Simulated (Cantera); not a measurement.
Charge: 1 mol Ta, 1 mol CO2, 4.4 mol CH4, equilibrated at 2598 K.

These are equilibrium values from Cantera (NASA tables, ideal gas, pure condensed phases), not measurements of a reactor. Candidate condensed phases: C, C6H6, C7H8, C8H18, H2O, Ta, TaC, Ta2O5; 113 gas species. TaC: taken at fixed stoichiometry. Condensed phases not in the tables: Ta2C. Equilibrium is a limit: real reactors are often held back by kinetics, nucleation or transport.

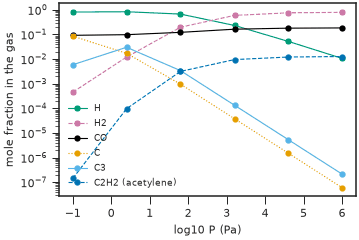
Fig. 1. Equilibrium gas composition (values under 1e-9 drawn at 1e-9)

Task: Read off the mole fractions at 1600 Pa.

Result: H2 about 0.59, H about 0.23, CO about 0.16, C2H2 (acetylene) about 0.0096, C3 about 0.00013, C about 3.8e-5.
